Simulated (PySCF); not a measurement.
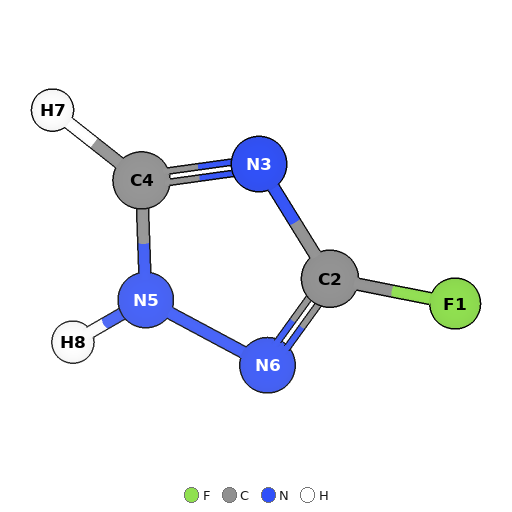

Computed geometry: PBE0-D3(BJ)/def2-SVP optimisation. No frequency run is at hand to confirm it as a minimum. Properties computed with B3LYP/pcJ-1 indirect spin-spin coupling, non-relativistic, gas phase (PySCF 2.14.0). Isotopes: 13C, 19F, 1H, 15N.

Give the spin–spin coupling constants of these pairs, with the number of bonds between them: C2/N6, C4/H7, C4/N5, F1/N6, N3/H7, C4/H8, N5/H7, N6/H8, F1/C4, C2/H7, C2/H8.

```
  pair  bonds apart  J (Hz)
C2, N6            1    −6.6
C4, H7            1   222.6
C4, N5            1    −9.4
F1, N6            2   −35.2
N3, H7            2   −13.6
C4, H8            2    10.0
N5, H7            2    −9.5
N6, H8            2   −11.3
F1, C4            3     5.6
C2, H7            3    15.2
C2, H8            3    16.7
```

Density functionals are unreliable for couplings to fluorine, so those rows may be far off.
